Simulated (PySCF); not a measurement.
B(F)(Cl)2(OH2), H₂BCl₂FO, singlet at its PBE0/def2-SVP optimised geometry (Å):

```
7

B     -0.3335    -0.6747     0.0000
F     -0.9140    -1.1161    -1.1393
Cl     1.4609    -0.6747     0.0000
Cl    -1.1408    -1.2651     1.5303
O     -0.7928     0.9441     0.0000
H     -1.4609     1.0159     0.7033
H     -1.2348     1.1161    -0.8471
```

Computed with PBE0/def2-TZVP (PySCF 2.14.0). Cells within 0.4 Å of a nucleus heavier than hydrogen are left out (blank, or x).

Map of the electrostatic potential (hartree/e), clipped to [-0.08, 0.12] on the plane z = 1.5 Å:

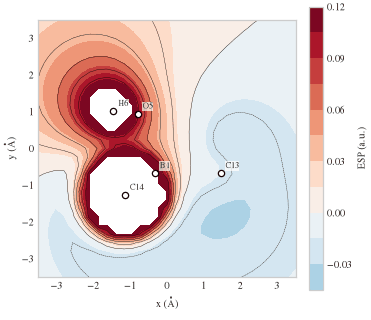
Figure. Electrostatic potential (hartree/e), clipped to [-0.08, 0.12] on the plane z = 1.5 Å.
